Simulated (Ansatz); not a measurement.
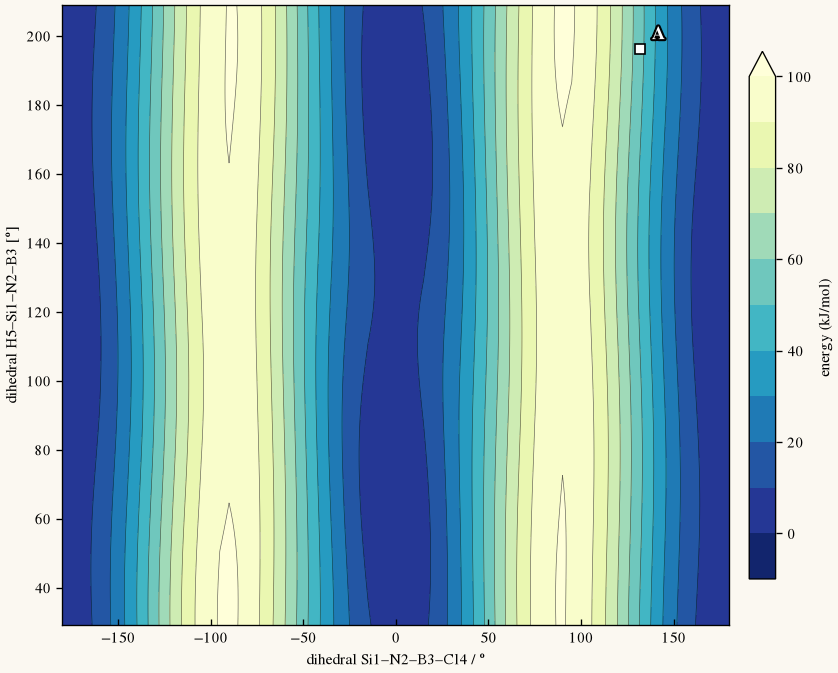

BClH₅NSi, SMILES [SiH3]NBCl. First axis: dihedral Si1–N2–B3–Cl4. Second axis: dihedral H5–Si1–N2–B3. Nothing is relaxed (all other coordinates rigid). Grid: 15 × 15 points. All energies are given in kJ/mol relative to the relaxed molecule at the same level. All numbers below come from RKS PBE-D4/def2-SVP (Ansatz 0.2.0).

The picture shows filled contours, one colour for all values above the top of the scale, the point A. Between grid points the surface is interpolated.

> Is A at rest? If not, where is it pushed?

A, at dihedral Si1–N2–B3–Cl4 = 132°, dihedral H5–Si1–N2–B3 = 196.1°, is not a stationary point. The computed force is 1.7 kJ/mol for each degree towards larger values of dihedral Si1–N2–B3–Cl4 and 0.059 kJ/mol for each degree towards smaller values of dihedral H5–Si1–N2–B3.
